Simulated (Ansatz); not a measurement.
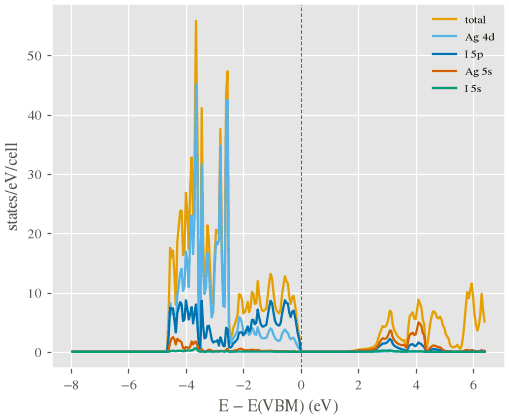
Total and projected density of states of AgI in space group P6_3mc (No. 186; Ag on 2a, Ag on 2b, I on 2a, I on 2b), PBE+D3(BJ) (plane waves, PAW; program Ansatz)

Q: Which orbitals carry the states next to the gap?

A: Top 1 eV of the valence band: I 5p 70 %, Ag 4d 28 %. Bottom 1 eV of the conduction band: Ag 5s 52 %, I 5p 35 %, I 5s 9 %. Projections are on Löwdin-orthogonalised atomic valence shells; empty p or d shells of many metals are not among them.

Q: Where is the tallest occupied peak in this window, and what makes it?

A: Near -3.6 eV, about 56 states/eV per cell; the largest projected share is Ag 4d.

The first step of the workflow began from a Materials Project structure, measured or hypothetical. Its sites differ from those of the usual phase in this space group: another stacking or structure type. The cell was relaxed with PBE+D3(BJ) under the symmetry of its start; its stability against distortions is not shown here. The run is not spin-polarised. Spin–orbit coupling is left out wherever it is not named.

Potentials: the later of the program's two PAW sets.
